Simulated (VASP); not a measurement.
Consider the following.

```
CELL_PARAMETERS angstrom
      0.00000     2.96924     2.96924
      2.96924     0.00000     2.96924
      2.96924     2.96924     0.00000
ATOMIC_POSITIONS crystal
  Mg 0.00000 0.00000 0.00000
  Se 0.25000 0.25000 0.25000
```

Computed with r2SCAN meta-GGA, VASP's PBE PAW potentials (set 64) (plane waves; VASP). Numerical set-up: 400 eV cut-off, 9×9×9 Γ-centred mesh, tetrahedra with Blöchl corrections, potentials Mg Se.

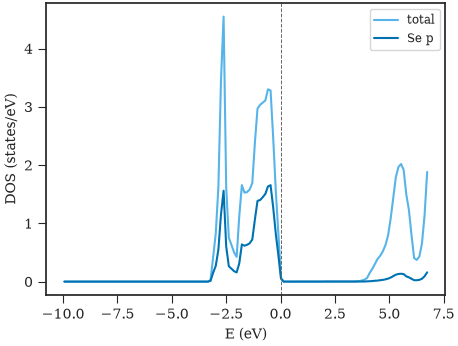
Figure. Total and projected density of states, zero at the valence-band maximum

Within 2 eV below the valence-band maximum the largest weight inside VASP's projection spheres is Se p.

The gap is direct, 3.34 eV, from the valence maximum at Γ to the conduction minimum at Γ.

The structure was generated: MgSe was put into the zinc blende type (F-43m), which need not be its known phase. It was relaxed first.
